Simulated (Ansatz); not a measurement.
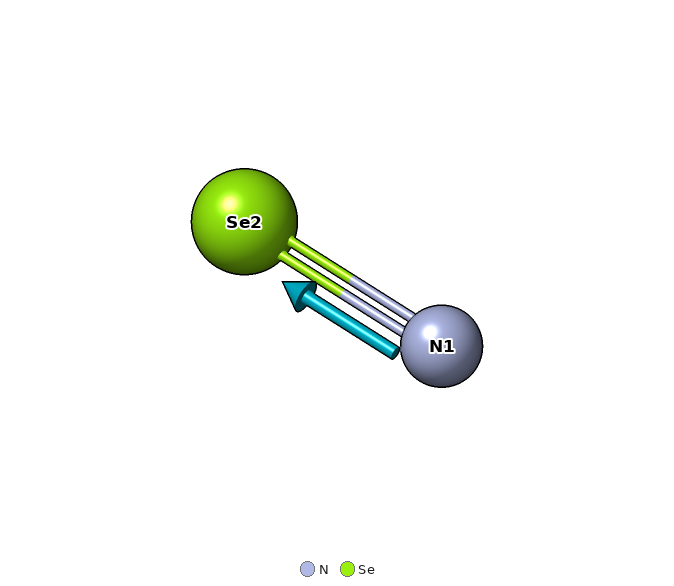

The arrows show one normal mode. The species is neutral and a spin doublet. Harmonic vibrations computed with UKS PBE0-D4/def2-TZVP (Ansatz 0.2.0) at a stationary point of the same level.

Describe the motion.

Mostly N–Se stretching.

At what wavenumber does it lie?

1027 cm⁻¹; it is mode 1 of 1 counted from the lowest.
